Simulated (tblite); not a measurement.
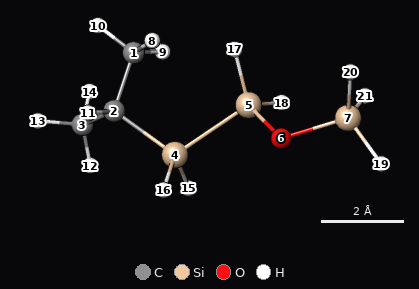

The starting structure (ball-and-stick view, seen at a tilt; atoms are numbered from 1 in the order of the input). Bond lengths as drawn: C–C 1.48 to 1.51 Å, C–H 1.10 to 1.13 Å, C–Si 1.86 Å, H–Si 1.45 to 1.48 Å, O–Si 1.71 to 1.72 Å and Si–Si 2.24 Å.

**C$_{3}$H$_{14}$OSi$_{3}$: geometry relaxation (part 1 of 4)**

- system: C$_{3}$H$_{14}$OSi$_{3}$
- method: GFN2-xTB geometry optimisation, gas phase (tblite 0.8.0)

It belongs to a series of runs on one base structure; here: H on Si replaced by iPr.

**The input**
```
{"job": {"kind": "relax", "xc": "GFN2-xTB", "basis": "xTB"}, "charge": 0, "multiplicity": 1}
C     -1.680200     0.840300     0.939600
C     -1.928600    -0.458000     0.202200
C     -3.076200    -0.252500    -0.713300
Si    -0.353500    -0.936100    -0.656800
Si     1.384800     0.256900     0.099100
O      2.688600    -0.839500     0.293400
Si     4.198100    -0.009600     0.335200
H     -0.918500     0.650500     1.715400
H     -1.353500     1.579500     0.178700
H     -2.620800     1.168800     1.437200
H     -2.159000    -1.239700     0.977300
H     -2.955700    -0.705700    -1.706800
H     -3.984000    -0.695500    -0.202600
H     -3.282000     0.847700    -0.759000
H     -0.406600    -0.775300    -2.096600
H     -0.080300    -2.347700    -0.326300
H      1.089100     0.940600     1.358100
H      1.663700     1.268700    -0.920600
H      5.225000    -0.853500    -0.264800
H      4.511400     0.295600     1.751800
H      4.029500     1.281600    -0.332400
```

The first line tells a small driver script what to run in tblite; the rest is the geometry in Å.

Launched with:
```bash
OMP_NUM_THREADS=1 python <driver script> task.json out
```

**Output**
```
step      E/eV     max force
  0    -622.31515    2.833
  1    -622.62391    1.920
  2    -622.78599    0.858
  3    -622.86237    1.002
  4    -622.98562    0.567
  5    -623.02616    0.626
  6    -623.08538    0.638
  7    -623.12007    0.479
  8    -623.14541    0.384
  9    -623.16413    0.406
 10    -623.18626    0.445
 11    -623.21325    0.427
 12    -623.23767    0.320
 13    -623.25187    0.234
 14    -623.26003    0.244
 15    -623.27012    0.274
 16    -623.28408    0.321
 17    -623.29864    0.275
 18    -623.31255    0.264
 19    -623.32622    0.269
 20    -623.34022    0.277
 21    -623.35549    0.331
 22    -623.37060    0.317
 23    -623.38359    0.288
 24    -623.39418    0.249
 25    -623.40345    0.211
 26    -623.41296    0.272
 27    -623.42222    0.281
 28    -623.43028    0.207
 29    -623.43687    0.202
 30    -623.44220    0.220
 31    -623.44795    0.293
 32    -623.45432    0.234
 33    -623.46292    0.249
 34    -623.47047    0.227
 35    -623.48210    0.251
 36    -623.49231    0.273
 37    -623.50105    0.201
 38    -623.50774    0.166
 39    -623.51269    0.218
 40    -623.51854    0.268
 41    -623.52408    0.223
 42    -623.53233    0.160
 43    -623.53529    0.134
 44    -623.53963    0.122
 45    -623.54156    0.110
 46    -623.54401    0.095
 47    -623.54630    0.092
 48    -623.54835    0.100
 49    -623.54984    0.106
 50    -623.55134    0.100
 51    -623.55325    0.111
 52    -623.55532    0.115
 53    -623.55664    0.076
 54    -623.55733    0.058
 55    -623.55795    0.075
 56    -623.55868    0.079
 57    -623.55944    0.064
 58    -623.56007    0.053
 59    -623.56059    0.041
 60    -623.56102    0.038
 61    -623.56137    0.040
 62    -623.56167    0.033
 63    -623.56200    0.038
 64    -623.56245    0.048
 65    -623.56302    0.056
 66    -623.56352    0.045
 67    -623.56386    0.045
 68    -623.56413    0.039
 69    -623.56449    0.052
 70    -623.56502    0.063
 71    -623.56565    0.055
 72    -623.56622    0.057
 73    -623.56667    0.046
 74    -623.56707    0.044
 75    -623.56753    0.047
 76    -623.56803    0.050
 77    -623.56846    0.043
 78    -623.56881    0.042
 79    -623.56918    0.042
 80    -623.56964    0.064
 81    -623.57012    0.063
 82    -623.57046    0.033
 83    -623.57065    0.035
 84    -623.57082    0.041
 85    -623.57105    0.039
 86    -623.57141    0.038
 87    -623.57164    0.031
 88    -623.57181    0.028
 89    -623.57197    0.030
 90    -623.57225    0.046
 91    -623.57269    0.058
 92    -623.57323    0.056
 93    -623.57366    0.044
 94    -623.57393    0.046
 95    -623.57415    0.046
 96    -623.57438    0.041
 97    -623.57470    0.028
 98    -623.57480    0.028
 99    -623.57492    0.024
100    -623.57501    0.018
101    -623.57511    0.021
102    -623.57519    0.015
103    -623.57524    0.016
104    -623.57529    0.017
105    -623.57536    0.017
106    -623.57545    0.025
107    -623.57555    0.032
108    -623.57566    0.030
109    -623.57577    0.025
110    -623.57590    0.036
111    -623.57606    0.043
112    -623.57623    0.040
113    -623.57635    0.028
114    -623.57643    0.022
115    -623.57650    0.024
116    -623.57660    0.021
117    -623.57673    0.025
118    -623.57683    0.018
119    -623.57689    0.017
120    -623.57692    0.016
121    -623.57698    0.021
122    -623.57706    0.025
123    -623.57717    0.032
124    -623.57729    0.028
125    -623.57740    0.028
126    -623.57750    0.025
127    -623.57764    0.026
128    -623.57780    0.036
129    -623.57797    0.049
130    -623.57815    0.042
131    -623.57830    0.092
132    -623.57856    0.060
133    -623.57893    0.046
134    -623.57931    0.058
135    -623.57971    0.055
136    -623.57992    0.070
137    -623.58039    0.077
138    -623.58075    0.057
139    -623.58180    0.105
140    -623.58237    0.073
141    -623.58347    0.102
142    -623.58463    0.158
143    -623.58525    0.050
144    -623.58573    0.051
145    -623.58647    0.084
146    -623.58694    0.044
147    -623.58745    0.059
148    -623.58793    0.070
149    -623.58843    0.051
150    -623.58884    0.049
151    -623.58914    0.037
152    -623.58939    0.029
153    -623.58959    0.035
154    -623.58986    0.036
155    -623.59000    0.036
156    -623.59009    0.025
157    -623.59015    0.014
158    -623.59023    0.017
159    -623.59029    0.024
160    -623.59034    0.023
161    -623.59039    0.018
162    -623.59046    0.018
163    -623.59052    0.022
164    -623.59058    0.022
165    -623.59066    0.026
166    -623.59077    0.027
167    -623.59093    0.035
168    -623.59113    0.047
169    -623.59136    0.046
170    -623.59161    0.039
171    -623.59196    0.043
172    -623.59246    0.056
173    -623.59318    0.064
174    -623.59406    0.063
175    -623.59496    0.080
176    -623.59572    0.082
177    -623.59633    0.113
178    -623.59739    0.090
179    -623.59898    0.087
180    -623.60148    0.131
181    -623.60306    0.163
182    -623.60559    0.146
183    -623.61054    0.132
184    -623.61499    0.151
185    -623.61650    0.175
186    -623.61986    0.158
187    -623.62264    0.107
188    -623.62506    0.086
189    -623.62740    0.075
190    -623.62864    0.212
191    -623.63029    0.071
192    -623.63130    0.067
193    -623.63246    0.069
194    -623.63316    0.070
195    -623.63372    0.060
196    -623.63413    0.071
197    -623.63451    0.058
198    -623.63487    0.068
199    -623.63536    0.045
200    -623.63575    0.042
201    -623.63610    0.037
202    -623.63644    0.036
203    -623.63678    0.036
204    -623.63704    0.033
205    -623.63723    0.030
206    -623.63737    0.025
207    -623.63754    0.029
208    -623.63772    0.028
209    -623.63784    0.028
210    -623.63795    0.027
211    -623.63804    0.021
212    -623.63812    0.018
213    -623.63819    0.016
214    -623.63825    0.015
215    -623.63833    0.021
216    -623.63840    0.019
217    -623.63847    0.028
218    -623.63853    0.016
219    -623.63858    0.015
220    -623.63862    0.011
221    -623.63865    0.014
222    -623.63868    0.014
223    -623.63871    0.014
224    -623.63876    0.016
225    -623.63881    0.018
226    -623.63887    0.016
227    -623.63892    0.013
228    -623.63896    0.014
229    -623.63901    0.014
230    -623.63905    0.014
231    -623.63907    0.018
232    -623.63910    0.010
233    -623.63912    0.010
```

**Trajectory as extended XYZ (Å, eV, eV/Å), 39 of the 234 frames kept, from step=0 to step=233**
```
21
Properties=species:S:1:pos:R:3:forces:R:3 step=0 energy=-622.31515
C    -1.6802    0.8403    0.9396   -0.2650   0.2370   0.5690
C    -1.9286   -0.4580    0.2022    0.2900  -0.5640   1.3450
C    -3.0762   -0.2525   -0.7133   -2.3670   0.1850   0.1450
Si   -0.3535   -0.9361   -0.6568    1.1030  -1.3070  -0.1650
Si    1.3848    0.2569    0.0991    0.9420  -0.9570   0.3050
O     2.6886   -0.8395    0.2934    0.5540   2.7590  -0.3270
Si    4.1981   -0.0096    0.3352   -0.9450  -0.8150   0.5670
H    -0.9185    0.6505    1.7154   -0.4720   0.5860  -0.3500
H    -1.3535    1.5795    0.1787   -0.1100  -0.1230   0.9220
H    -2.6208    1.1688    1.4372    0.6750   0.0360  -0.2990
H    -2.1590   -1.2397    0.9773    0.0340   0.5000  -0.6360
H    -2.9557   -0.7057   -1.7068   -0.1940   0.3330   0.4180
H    -3.9840   -0.6955   -0.2026    0.6060   0.4040  -0.9310
H    -3.2820    0.8477   -0.7590    0.0980  -0.9880  -0.5740
H    -0.4066   -0.7753   -2.0966   -0.2870  -0.0730  -0.4180
H    -0.0803   -2.3477   -0.3263   -0.2370  -0.1130  -0.2690
H     1.0891    0.9406    1.3581    0.5610   0.1030   0.0440
H     1.6637    1.2687   -0.9206    0.2450   0.1800   0.1000
H     5.2250   -0.8535   -0.2648   -0.2700  -0.0610  -0.0340
H     4.5114    0.2956    1.7518   -0.1470  -0.1820  -0.3260
H     4.0295    1.2816   -0.3324    0.1840  -0.1400  -0.0850
21
Properties=species:S:1:pos:R:3:forces:R:3 step=6 energy=-623.08538
C    -1.6929    0.8334    0.9752    0.0260   0.2290   0.0870
C    -1.9142   -0.4746    0.2121   -0.2210   0.1640   0.1960
C    -3.1358   -0.2697   -0.6912   -0.2360   0.0300  -0.2710
Si   -0.3026   -1.0500   -0.6777   -0.1640  -0.0940   0.1410
Si    1.3744    0.2721    0.0992    0.1980  -0.1570   0.0440
O     2.7487   -0.6031    0.2559   -0.0030   0.0000  -0.0440
Si    4.2518    0.0161    0.3682   -0.2230  -0.1500   0.1050
H    -0.9370    0.7443    1.7494   -0.1140  -0.1350   0.0880
H    -1.3514    1.6114    0.2943   -0.0060   0.0300  -0.0610
H    -2.6103    1.1985    1.4432    0.0060  -0.1970  -0.0360
H    -2.1772   -1.2375    0.9519    0.0360  -0.0320  -0.0060
H    -2.9987   -0.6932   -1.6780    0.0450  -0.2890  -0.1150
H    -4.0538   -0.6989   -0.2732    0.2810   0.1280  -0.0030
H    -3.3088    0.7940   -0.8582   -0.0100  -0.0440   0.1000
H    -0.4650   -0.8150   -2.1297   -0.0770  -0.2050   0.0960
H    -0.1214   -2.4878   -0.3802   -0.1290   0.0760  -0.2250
H     1.2177    0.9604    1.3762    0.0950   0.1030   0.1290
H     1.7028    1.3007   -0.8792   -0.0340   0.3270  -0.1280
H     5.1611   -0.9014   -0.2773    0.0360  -0.2300  -0.0510
H     4.4971    0.2610    1.7762    0.1230  -0.0240   0.1690
H     4.1065    1.2561   -0.3482    0.3730   0.4700  -0.2160
21
Properties=species:S:1:pos:R:3:forces:R:3 step=12 energy=-623.23767
C    -1.7146    0.8512    0.9929   -0.0770  -0.0960   0.0270
C    -1.9441   -0.4470    0.2210    0.1910  -0.2190  -0.0770
C    -3.1391   -0.2785   -0.7319    0.0210  -0.0440   0.1580
Si   -0.3236   -1.0600   -0.6284    0.0740   0.1020  -0.1780
Si    1.3896    0.3030    0.0944   -0.1920   0.2030  -0.0660
O     2.7776   -0.5387    0.2163   -0.0290  -0.0490  -0.1130
Si    4.2811    0.0446    0.3701    0.2220   0.1410  -0.1820
H    -0.9906    0.7261    1.7911    0.0560  -0.0690   0.0210
H    -1.3559    1.6364    0.3313   -0.0420   0.0380   0.0030
H    -2.6408    1.1726    1.4548   -0.2100   0.1420   0.0300
H    -2.2013   -1.2220    0.9512   -0.0990   0.0520   0.0320
H    -2.9984   -0.7829   -1.6854    0.0680   0.0750   0.0600
H    -4.0412   -0.6815   -0.2841   -0.1280  -0.0740   0.0690
H    -3.3263    0.7780   -0.9030    0.1110   0.0080  -0.2200
H    -0.5253   -0.9239   -2.0894    0.0120   0.0530   0.0470
H    -0.2021   -2.5258   -0.4871   -0.0290   0.0680   0.1290
H     1.3109    0.9882    1.3943   -0.0730  -0.0080   0.0050
H     1.6762    1.3969   -0.8628   -0.1170  -0.0640   0.0660
H     5.1003   -0.9706   -0.2631    0.0630  -0.1050  -0.0140
H     4.5353    0.2289    1.7927    0.0380   0.0300   0.0260
H     4.3231    1.3219   -0.3660    0.1420  -0.1850   0.1770
21
Properties=species:S:1:pos:R:3:forces:R:3 step=18 energy=-623.31255
C    -1.7607    0.8427    1.0192    0.0010  -0.0210  -0.0520
C    -1.9500   -0.4565    0.2340   -0.0970   0.0620  -0.0100
C    -3.1375   -0.3002   -0.7266    0.1040   0.0000  -0.1140
Si   -0.3183   -1.0327   -0.6373   -0.1780   0.0670   0.1490
Si    1.3776    0.3565    0.0894    0.0400   0.0130  -0.0380
O     2.7968   -0.4557    0.1241    0.1030   0.1570  -0.0230
Si    4.3378    0.0272    0.3408    0.0690   0.0090   0.0250
H    -1.0343    0.6851    1.8144   -0.1520   0.1490   0.0570
H    -1.3948    1.6384    0.3703    0.0260  -0.0220   0.0240
H    -2.7066    1.1821    1.4484    0.1110  -0.1180   0.0500
H    -2.2405   -1.2161    0.9670    0.1220  -0.0870  -0.0370
H    -2.9700   -0.8305   -1.6575   -0.0780  -0.2520  -0.0040
H    -4.0523   -0.6766   -0.2669    0.0410   0.1690  -0.1350
H    -3.2724    0.7437   -1.0056   -0.0470   0.0020   0.1370
H    -0.5540   -0.9439   -2.0907    0.0430   0.1350  -0.0520
H    -0.2541   -2.4949   -0.4708    0.0940  -0.0310   0.1370
H     1.3123    1.0014    1.4123   -0.0560  -0.0540  -0.0270
H     1.5952    1.4660   -0.8535   -0.0450   0.0630  -0.0070
H     5.0985   -1.0644   -0.2591   -0.0540   0.0590   0.0450
H     4.5769    0.2194    1.7784   -0.0480  -0.0970  -0.1420
H     4.5414    1.3258   -0.3217   -0.0010  -0.2030   0.0180
21
Properties=species:S:1:pos:R:3:forces:R:3 step=25 energy=-623.40345
C    -1.8407    0.8295    1.0556   -0.0020   0.0270   0.0390
C    -1.9730   -0.4649    0.2465   -0.0930   0.1460   0.0780
C    -3.1215   -0.3424   -0.7635   -0.0160   0.0170   0.0540
Si   -0.3256   -0.9831   -0.6166    0.0140   0.0280   0.2090
Si    1.3705    0.4476    0.0498    0.0590   0.0020   0.0160
O     2.8624   -0.2163   -0.0395   -0.0360  -0.0460   0.0050
Si    4.4388   -0.0063    0.2939   -0.0780  -0.0150   0.1490
H    -1.1643    0.6983    1.8986    0.0200  -0.0500  -0.0480
H    -1.4446    1.6376    0.4383   -0.1100  -0.0380   0.0280
H    -2.8010    1.1465    1.4697    0.0130  -0.0650  -0.1460
H    -2.2474   -1.2504    0.9595    0.0380  -0.0310  -0.0610
H    -2.9775   -1.0248   -1.5998   -0.0630   0.0920   0.0320
H    -4.0836   -0.5783   -0.3110    0.0180   0.0210   0.0860
H    -3.1872    0.6792   -1.1372    0.1190  -0.1130  -0.1190
H    -0.5673   -0.8920   -2.0661    0.0440   0.0270  -0.0730
H    -0.2704   -2.4347   -0.3642    0.1710  -0.0240  -0.0120
H     1.2894    0.9822    1.4169   -0.0020  -0.0260   0.0160
H     1.4396    1.6168   -0.8347    0.0090   0.1060  -0.0430
H     5.0731   -1.2027   -0.2406   -0.0470  -0.0080  -0.0500
H     4.6172    0.1305    1.7397   -0.0710  -0.1080   0.0390
H     4.9042    1.2447   -0.2863    0.0110   0.0580  -0.1980
21
Properties=species:S:1:pos:R:3:forces:R:3 step=31 energy=-623.44795
C    -1.8739    0.8206    1.0692   -0.0370   0.0290  -0.0100
C    -1.9786   -0.4647    0.2531    0.0150  -0.0290  -0.0160
C    -3.1178   -0.3493   -0.7608   -0.0280   0.0110  -0.1130
Si   -0.3142   -0.9504   -0.5741    0.2330  -0.0600  -0.1670
Si    1.3801    0.5013    0.0296   -0.0050  -0.0380   0.0530
O     2.8719   -0.1610   -0.0794   -0.0370   0.0990   0.0420
Si    4.4507   -0.0124    0.2961   -0.1520  -0.0380  -0.1390
H    -1.2019    0.6980    1.9161   -0.0370  -0.0120  -0.0130
H    -1.4950    1.6367    0.4559   -0.0140   0.0130  -0.0070
H    -2.8517    1.1139    1.4468   -0.0430  -0.0070   0.0590
H    -2.2327   -1.2762    0.9391   -0.0910  -0.0190   0.0930
H    -3.0146   -1.0816   -1.5588   -0.0130  -0.0590   0.0590
H    -4.0907   -0.5086   -0.2926    0.0850   0.1160   0.0200
H    -3.1136    0.6378   -1.2236    0.0110  -0.0550   0.0410
H    -0.5305   -0.8453   -2.0325   -0.0050  -0.0630   0.0090
H    -0.1709   -2.4002   -0.3128    0.0630   0.0940  -0.0400
H     1.2708    0.9583    1.4202    0.0720   0.0920   0.0420
H     1.3965    1.6961   -0.8321    0.0850  -0.0040   0.0600
H     5.0359   -1.2285   -0.2487   -0.0030  -0.0710  -0.0460
H     4.5862    0.0427    1.7502   -0.0270   0.0570  -0.0080
H     4.9854    1.1896   -0.3519   -0.0720  -0.0560   0.0810
21
Properties=species:S:1:pos:R:3:forces:R:3 step=37 energy=-623.50105
C    -1.9397    0.8044    1.0771    0.0520  -0.0540   0.0130
C    -1.9695   -0.4847    0.2543    0.0660  -0.0090  -0.0550
C    -3.0899   -0.3698   -0.7792    0.0120  -0.0150   0.0790
Si   -0.2581   -0.9115   -0.5660   -0.1940   0.0540  -0.0060
Si    1.3716    0.5997    0.0562   -0.0690   0.0600   0.0010
O     2.8610   -0.0308   -0.1333   -0.0370  -0.1440  -0.0330
Si    4.4318   -0.0658    0.2565    0.0840   0.0230  -0.0610
H    -1.2844    0.6892    1.9349    0.0380   0.0600   0.0710
H    -1.5844    1.6471    0.4862    0.0190  -0.0320  -0.0330
H    -2.9373    1.0554    1.4409    0.0280  -0.0630   0.0060
H    -2.2565   -1.2952    0.9398    0.1420   0.0490  -0.1120
H    -3.0803   -1.2082   -1.4738   -0.0640   0.0470   0.0860
H    -4.0471   -0.3402   -0.2575   -0.0570  -0.0590  -0.1500
H    -2.9981    0.5542   -1.3467    0.0860  -0.0490  -0.0520
H    -0.4925   -0.8466   -2.0292    0.0210  -0.0580   0.1090
H     0.0109   -2.3383   -0.2825   -0.0350   0.0740  -0.0210
H     1.3105    1.0054    1.4655    0.0150   0.0950   0.0350
H     1.3976    1.8115   -0.7776   -0.0060   0.0340   0.0680
H     4.9524   -1.3153   -0.2919   -0.1020  -0.0220  -0.0070
H     4.5223   -0.0323    1.7161    0.0390   0.0360  -0.0300
H     5.0710    1.0887   -0.3810   -0.0380  -0.0270   0.0920
```
